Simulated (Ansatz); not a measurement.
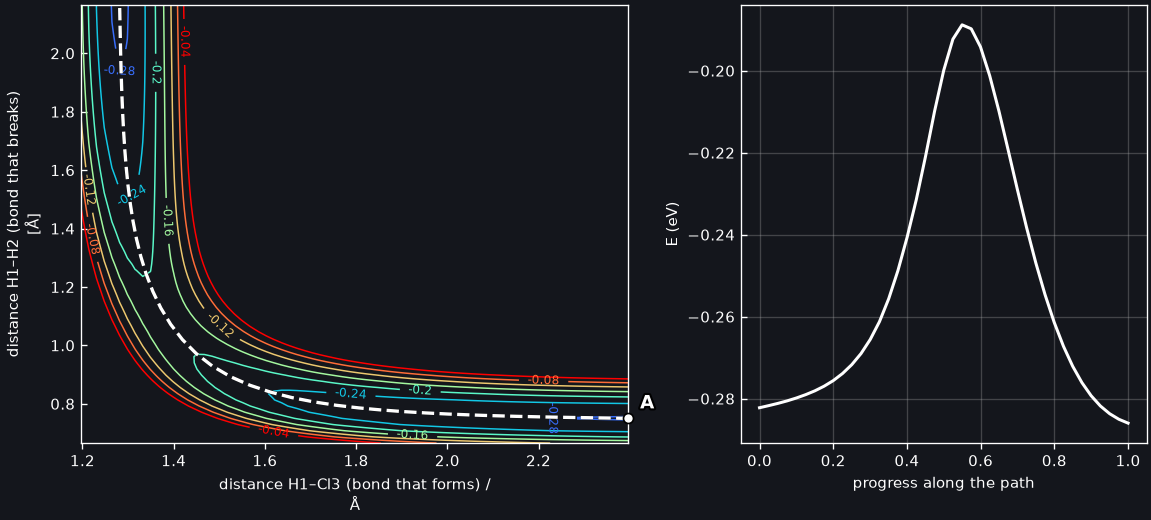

The reacting system ClH₂ (fragments H₂ + Cl where the first distance is long, ClH + H where the second is long), spin multiplicity 2. 
- Coordinates scanned: (1) distance H1–Cl3 (bond that forms); (2) distance H1–H2 (bond that breaks).
- Relaxed at each point: all other coordinates.
- Grid: 13 × 13 points.
- Points are written as (first, second).
- Energies are in eV, from a guessed transition structure relaxed with its forming and breaking bonds held.
- In part of the range the unrestricted reference is strongly spin-contaminated.
- Method: Ansatz, UKS PBE0-D4/def2-TZVP.

The picture shows contour lines labelled in eV (none above −0.04), a line along the lowest path, the energy along the path at the right, the start A. Between grid points the surface is interpolated.

**Describe the path and its barrier.**

The easiest path runs from the side where the first distance is long, about (2.40 Å, 0.75 Å), to the side where the second distance is long, about (1.28 Å, 2.17 Å). Its highest point, at about (1.39 Å, 1.07 Å), lies about 0.093 eV above the start and 0.097 eV above the end on the interpolated surface. An end on the edge of the scan is no minimum, so the barrier from there is a lower bound.
